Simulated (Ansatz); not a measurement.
# PBE/6-31G(d) (spherical functions) run of CH3BFNO (SMILES NC1(F)BO1)

What is the energy change on altering one bond length of CH3BFNO at PBE/6-31G* (spherical functions)? 

The calculation is run with Ansatz 0.2.0.

151 further runs of the same task are left out: 151 set aside as unsound or not needed.

## Step 1: The system as given

CH3BFNO has 8 atoms, charge 0, and is taken as a singlet. SMILES: `NC1(F)BO1`. The shape is that of a PBE0-D4/def2-TZVP optimisation. This is one conformer, not always the lowest.

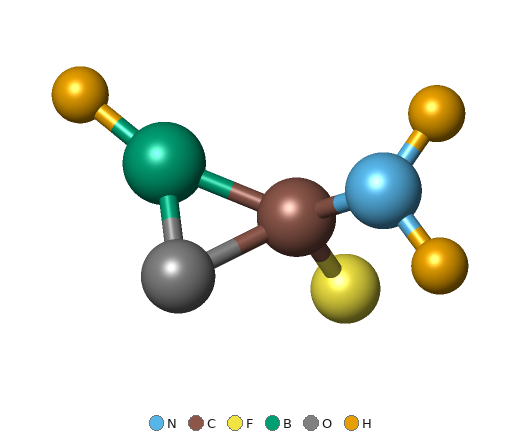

The structure, seen from a chosen angle (nitrogen blue, carbon brown, fluorine yellow, boron teal, oxygen grey, hydrogen amber).

## Step 2: The energy at PBE/6-31G(d) (spherical functions)

job.yaml reads:

```yaml
crystal:
  periodic: [false, false, false]
  atoms:
    - {symbol: N, position_ang: [-0.431000, 1.148400, 0.184600]}
    - {symbol: C, position_ang: [0.054100, -0.061200, -0.289600]}
    - {symbol: F, position_ang: [0.122100, -0.132700, -1.658300]}
    - {symbol: B, position_ang: [0.337600, -1.307200, 0.515100]}
    - {symbol: O, position_ang: [1.346900, -0.473000, 0.255300]}
    - {symbol: H, position_ang: [-1.439500, 1.170100, 0.211400]}
    - {symbol: H, position_ang: [-0.075300, 1.941600, -0.336200]}
    - {symbol: H, position_ang: [0.177200, -2.343100, 1.061900]}
basis:
  gaussian: {orbitals: 6-31G_st_-spherical.json}
output: {orbitals: {seedname: orbitals}}
accuracy: high
hamiltonian: {xc: {name: PBE}}
```

The basis set 6-31G* is read from a file made from the Basis Set Exchange's data (not shown).

Started as:

```bash
$ ansatz run job.yaml --threads 1 --pin off --max-ram 3480MiB --events-out events.jsonl --progress --plain --runs-dir runs
```

Log:

```text
Warning: RAYON_NUM_THREADS=1 ignored (pool sized by the plan → 1); use --threads N
Functional definition: PBE
  name "PBE"
  parameter kappa = 0.804
  parameter beta = 0.06672455060314922
  exchange = pbe_x(kappa = kappa, mu = beta*pi^2/3)
  correlation = pbe_c(beta = beta)
1806 factors; integrals over basis functions are off by at most 3.0e-9 eV
mean field evaluation 1: about -7999.3746 eV, gradient 6.1e1 eV
mean field evaluation 2: about -7979.6900 eV, gradient 1.1e2 eV
mean field evaluation 4: about -8006.2898 eV, gradient 6.6e0 eV
mean field evaluation 8: about -8006.3667 eV, gradient 6.6e-1 eV
mean field evaluation 16: about -8006.3675 eV, gradient 1.3e-5 eV
mean field -8006.36749093 eV, -294.2285783808 hartree, gradient 4.8e-8 eV, S^2 0.000000; 0 other end points of the search recorded, 0 dependent functions left out
reference -8006.36749310 eV, -294.2285784608 hartree; 19, 19 occupied and 57, 57 virtual orbitals, 1806 factors
Total energy: -8006.36749310 eV, -294.2285784608 hartree
```

It took 5.4 s on 1 thread of Arm Neoverse V2, shared host; peak memory 0.19 GiB.

## Step 3: The distorted shape at the same level

molecule.yaml reads:

```yaml
crystal:
  periodic: [false, false, false]
  atoms:
    - {symbol: N, position_ang: [-0.503778, 1.329872, 0.255742]}
    - {symbol: C, position_ang: [0.054100, -0.061200, -0.289600]}
    - {symbol: F, position_ang: [0.122100, -0.132700, -1.658300]}
    - {symbol: B, position_ang: [0.337600, -1.307200, 0.515100]}
    - {symbol: O, position_ang: [1.346900, -0.473000, 0.255300]}
    - {symbol: H, position_ang: [-1.512278, 1.351572, 0.282542]}
    - {symbol: H, position_ang: [-0.148078, 2.123072, -0.265058]}
    - {symbol: H, position_ang: [0.177200, -2.343100, 1.061900]}
basis:
  gaussian:
    orbitals: 6-31G_st_-spherical.json
output: {orbitals: {seedname: orbitals}}
accuracy: high
hamiltonian:
  xc: {name: PBE}
```

The basis set 6-31G* is read from a file made from the Basis Set Exchange's data (not shown).

Started as:

```bash
$ ansatz run molecule.yaml --threads 1 --pin off --max-ram 3480MiB --events-out events.jsonl --progress --plain --runs-dir runs
```

Log (excerpt; [...] marks lines left out):

```text
Warning: RAYON_NUM_THREADS=1 ignored (pool sized by the plan → 1); use --threads N
[... 6 set-up lines as earlier in the session ...]
1793 factors; integrals over basis functions are off by at most 3.2e-9 eV
mean field evaluation 1: about -7998.8543 eV, gradient 6.1e1 eV
mean field evaluation 2: about -7976.0755 eV, gradient 1.2e2 eV
mean field evaluation 4: about -8005.7354 eV, gradient 9.0e0 eV
mean field evaluation 8: about -8005.8877 eV, gradient 3.1e-1 eV
mean field evaluation 16: about -8005.8879 eV, gradient 2.0e-5 eV
mean field -8005.88791063 eV, -294.2109541298 hartree, gradient 1.4e-8 eV, S^2 0.000000; 0 other end points of the search recorded, 0 dependent functions left out
reference -8005.88791284 eV, -294.2109542112 hartree; 19, 19 occupied and 57, 57 virtual orbitals, 1793 factors
Total energy: -8005.88791284 eV, -294.2109542112 hartree
```

It took 5.4 s on 1 thread of Arm Neoverse V2, shared host; peak memory 0.19 GiB.

## Step 4: Results

At PBE/6-31G* (spherical functions):

```
                                                         quantity          value
                                        first shape: total energy  -294.22858 Eh
                                         first shape: HOMO energy       -6.11 eV
                                         first shape: LUMO energy       -1.24 eV
                                       first shape: HOMO–LUMO gap        4.87 eV
                                    distorted shape: total energy  -294.21095 Eh
                                     distorted shape: HOMO energy       -5.78 eV
                                     distorted shape: LUMO energy       -1.45 eV
                                   distorted shape: HOMO–LUMO gap        4.33 eV
energy change with the N1–C2 bond stretched from 1.387 to 1.595 Å       0.480 eV
```

In words: With the N1–C2 bond stretched from 1.387 to 1.595 Å the energy rises by 0.48 eV (46.3 kJ/mol). The first shape isn't relaxed at this level, so the change isn't measured from a minimum.
